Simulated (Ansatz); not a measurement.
# UBCCD(T)/STO-3G run of BNH2Cl (SMILES N[B]Cl)

What is the vertical ionisation energy of BNH2Cl at UBCCD(T)/STO-3G? 

Program for the calculation: Ansatz 0.2.0.

76 further runs of the same task are left out: 76 set aside as unsound or not needed.

### 1 The molecule

BNH2Cl has 5 atoms, charge 0, and is taken as a doublet. As SMILES, `N[B]Cl`. Geometry: relaxed at PBE0-D4/def2-TZVP. This is one conformer, not always the lowest.

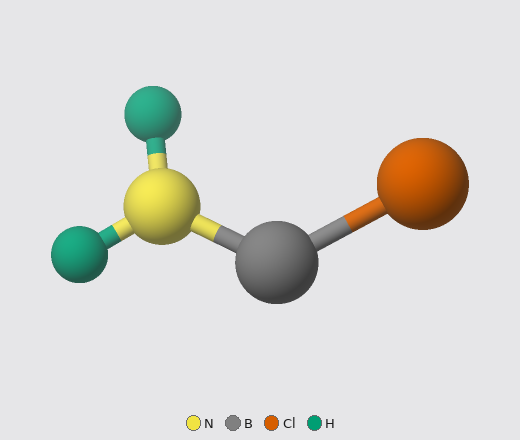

Viewed from a chosen angle; nitrogen yellow, boron grey, chlorine orange, hydrogen teal.

### 2 A single-point energy at UBCCD(T)/STO-3G

in.yaml reads:

```yaml
crystal:
  periodic: [false, false, false]
  atoms:
    - symbol: N
      position_ang: [-0.334000, 0.412100, -0.256700]
    - symbol: B
      position_ang: [-0.098400, -0.544600, 0.704400]
    - symbol: Cl
      position_ang: [1.343200, -1.526200, 0.784600]
    - symbol: H
      position_ang: [-1.176700, 0.959900, -0.273100]
    - symbol: H
      position_ang: [0.315800, 0.625100, -1.000600]
basis:
  gaussian:
    orbitals: STO-3G
magnetization:
  spin_polarized: true
  initial_magnetization: 1
correlation:
  method: bccd_t
  frozen_orbitals: {B: 1, Cl: 5, H: 0, "N": 1}
accuracy: high
scf:
  omitted_lower_state_checks: [cluster_reference, increment]
```

Run with:

```console
ansatz run in.yaml --threads 1 --pin off --max-ram 2610MiB --events-out events.jsonl --progress --plain --runs-dir runs
```

Output:

```text
Warning: RAYON_NUM_THREADS=1 ignored (pool sized by the plan → 1); use --threads N
Functional definition: HF
  name "HF"
  exchange = exact_x
  correlation = 0
these checks for a lower state are left out or cut short: cluster_reference, increment
372 factors; integrals over basis functions are off by at most 2.5e-8 eV
mean field evaluation 1: about -14525.6481 eV, gradient 1.1e1 eV
mean field evaluation 2: about -14525.7212 eV, gradient 1.1e1 eV
mean field evaluation 4: about -14527.1915 eV, gradient 1.7e0 eV
mean field evaluation 8: about -14527.2491 eV, gradient 1.4e-3 eV
mean field -14527.24811704 eV, -533.8665213786 hartree, gradient 9.1e-8 eV, S^2 0.758715; 0 other end points of the search recorded, 0 dependent functions left out
7 core orbitals not correlated: weight in the atoms' cores, before any rotation towards them, 1.000 or more for the frozen orbitals, at most 0.000 for the correlated occupied ones
reference -14527.24811704 eV, -533.8665213786 hartree; 9, 8 occupied and 5, 6 virtual orbitals, 372 factors
second order -2.22729989 eV of doubles, -0.00000000 eV of singles
cycle   1  -2.56488912 eV  change   -3.4e-1 eV  update   7.0e-2
cycle   2  -2.74787184 eV  change   -1.8e-1 eV  update   2.5e-2
cycle   3  -2.80010173 eV  change   -5.2e-2 eV  update   1.4e-2
cycle   4  -2.79889256 eV  change    1.2e-3 eV  update   5.2e-3
cycle   5  -2.80063698 eV  change   -1.7e-3 eV  update   2.2e-3
cycle   6  -2.80086738 eV  change   -2.3e-4 eV  update   9.1e-4
cycle   7  -2.80129942 eV  change   -4.3e-4 eV  update   4.2e-4
cycle   8  -2.80167630 eV  change   -3.8e-4 eV  update   1.2e-4
cycle   9  -2.80159696 eV  change    7.9e-5 eV  update   4.8e-5
cycle  10  -2.80156985 eV  change    2.7e-5 eV  update   1.7e-5
cycle  11  -2.80156358 eV  change    6.3e-6 eV  update   6.5e-6
cycle  12  -2.80156363 eV  change   -5.0e-8 eV  update   2.2e-6
cycle  13  -2.80156371 eV  change   -7.9e-8 eV  update   7.1e-7
cycle  14  -2.80156317 eV  change    5.4e-7 eV  update   2.9e-7
cycle  15  -2.80156313 eV  change    3.7e-8 eV  update   8.9e-8
cycle  16  -2.80156320 eV  change   -6.5e-8 eV  update   3.9e-8
cycle  17  -2.80156320 eV  change  -6.7e-10 eV  update   1.9e-8
cycle  18  -2.80156311 eV  change    8.4e-8 eV  update   5.1e-8
cycle  19  -2.80156309 eV  change    2.1e-8 eV  update   1.7e-8
cycle  20  -2.80156309 eV  change    5.1e-9 eV  update   6.0e-9
cycle  21  -2.80156309 eV  change   1.0e-10 eV  update   3.2e-9
cycle  22  -2.80156309 eV  change    1.7e-9 eV  update   1.5e-9
cycle  23  -2.80156309 eV  change   3.6e-10 eV  update  5.4e-10
perturbative correction -0.09517345 eV, -0.0034975596 hartree
Total energy: -14530.14485357 eV, -533.9729744827 hartree
Checks for a lower state left out: cluster_reference, increment
```

It took 0.4 s on 1 thread of Arm Neoverse V1, shared host.

### 3 The singlet cation

in.yaml reads:

```yaml
crystal:
  periodic: [false, false, false]
  atoms:
    - {symbol: "N", position_ang: [-0.334000, 0.412100, -0.256700]}
    - {symbol: B, position_ang: [-0.098400, -0.544600, 0.704400]}
    - {symbol: Cl, position_ang: [1.343200, -1.526200, 0.784600]}
    - {symbol: H, position_ang: [-1.176700, 0.959900, -0.273100]}
    - {symbol: H, position_ang: [0.315800, 0.625100, -1.000600]}
basis:
  gaussian: {orbitals: STO-3G}
total_charge: 1
correlation: {method: bccd_t, frozen_orbitals: {B: 1, Cl: 5, H: 0, "N": 1}}
accuracy: high
scf: {omitted_lower_state_checks: [cluster_reference, increment]}
```

Run with:

```console
ansatz run in.yaml --threads 1 --pin off --max-ram 2610MiB --events-out events.jsonl --progress --plain --runs-dir runs
```

Output:

```text
Warning: RAYON_NUM_THREADS=1 ignored (pool sized by the plan → 1); use --threads N
Functional definition: HF
  name "HF"
  exchange = exact_x
  correlation = 0
these checks for a lower state are left out or cut short: cluster_reference, increment
371 factors; integrals over basis functions are off by at most 2.5e-8 eV
mean field evaluation 1: about -14517.2299 eV, gradient 2.8e1 eV
mean field evaluation 2: about -14517.2652 eV, gradient 2.8e1 eV
mean field evaluation 4: about -14520.4176 eV, gradient 1.6e0 eV
mean field evaluation 8: about -14520.4361 eV, gradient 5.6e-2 eV
mean field -14520.43614843 eV, -533.6161861497 hartree, gradient 2.2e-8 eV, S^2 0.000000; 0 other end points of the search recorded, 0 dependent functions left out
7 core orbitals not correlated: weight in the atoms' cores, before any rotation towards them, 1.000 or more for the frozen orbitals, at most 0.000 for the correlated occupied ones
reference -14520.43614843 eV, -533.6161861497 hartree; 8, 8 occupied and 6, 6 virtual orbitals, 371 factors
second order -3.09469165 eV of doubles, -0.00000000 eV of singles
cycle   1  -3.35137532 eV  change   -2.6e-1 eV  update   1.1e-1
cycle   2  -3.60829267 eV  change   -2.6e-1 eV  update   3.8e-2
cycle   3  -3.69865827 eV  change   -9.0e-2 eV  update   2.7e-2
cycle   4  -3.69900449 eV  change   -3.5e-4 eV  update   9.3e-3
cycle   5  -3.69797802 eV  change    1.0e-3 eV  update   4.7e-3
cycle   6  -3.69796514 eV  change    1.3e-5 eV  update   1.8e-3
cycle   7  -3.69669256 eV  change    1.3e-3 eV  update   6.1e-4
cycle   8  -3.69680943 eV  change   -1.2e-4 eV  update   2.5e-4
cycle   9  -3.69694568 eV  change   -1.4e-4 eV  update   9.8e-5
cycle  10  -3.69679318 eV  change    1.5e-4 eV  update   2.4e-5
cycle  11  -3.69679925 eV  change   -6.1e-6 eV  update   6.2e-6
cycle  12  -3.69679559 eV  change    3.7e-6 eV  update   3.1e-6
cycle  13  -3.69679848 eV  change   -2.9e-6 eV  update   1.2e-6
cycle  14  -3.69679834 eV  change    1.4e-7 eV  update   3.6e-7
cycle  15  -3.69679833 eV  change    1.0e-8 eV  update   1.3e-7
cycle  16  -3.69679836 eV  change   -3.3e-8 eV  update   7.1e-8
cycle  17  -3.69679827 eV  change    8.8e-8 eV  update   5.1e-8
cycle  18  -3.69679824 eV  change    3.8e-8 eV  update   4.1e-8
cycle  19  -3.69679751 eV  change    7.3e-7 eV  update   1.2e-7
cycle  20  -3.69679749 eV  change    1.7e-8 eV  update   7.0e-8
cycle  21  -3.69679743 eV  change    5.6e-8 eV  update   3.0e-8
cycle  22  -3.69679742 eV  change    1.1e-8 eV  update   1.5e-8
cycle  23  -3.69679743 eV  change   -7.9e-9 eV  update   8.5e-9
cycle  24  -3.69679743 eV  change   5.8e-11 eV  update   3.4e-9
cycle  25  -3.69679743 eV  change   -1.8e-9 eV  update   1.1e-9
cycle  26  -3.69679743 eV  change  -1.9e-10 eV  update  4.8e-10
perturbative correction -0.21382651 eV, -0.0078579792 hartree
Total energy: -14524.34677237 eV, -533.7598989288 hartree
Checks for a lower state left out: cluster_reference, increment
```

Run time: 0.26 s. Hardware: 1 thread of Arm Neoverse V1, shared host.

### 4 Summary of results

At UBCCD(T)/STO-3G, 7 core orbitals frozen:

| quantity | value |
| --- | --- |
| doublet BNH2Cl: total energy | -533.97297 Eh |
| doublet BNH2Cl: correlation energy (7 core orbitals frozen) | -106.5 mEh |
| doublet BNH2Cl: (T) correction | -3.50 mEh |
| doublet BNH2Cl: ⟨S²⟩ of the reference determinant | 0.759 |
| singlet cation: total energy | -533.75990 Eh |
| singlet cation: correlation energy (7 core orbitals frozen) | -143.7 mEh |
| singlet cation: (T) correction | -7.86 mEh |
| vertical ionisation energy (to the singlet cation) | 5.798 eV |

What this shows: The vertical ionisation energy comes to 5.80 eV (134 kcal/mol). Only the singlet of the ionised species was computed; a triplet could lie lower. In a minimal basis such a difference can be off by several eV, whatever the method. The triples (doublet BNH2Cl) make up 3.3 % of the correlation energy. The triples (singlet cation) make up 5.5 % of the correlation energy.
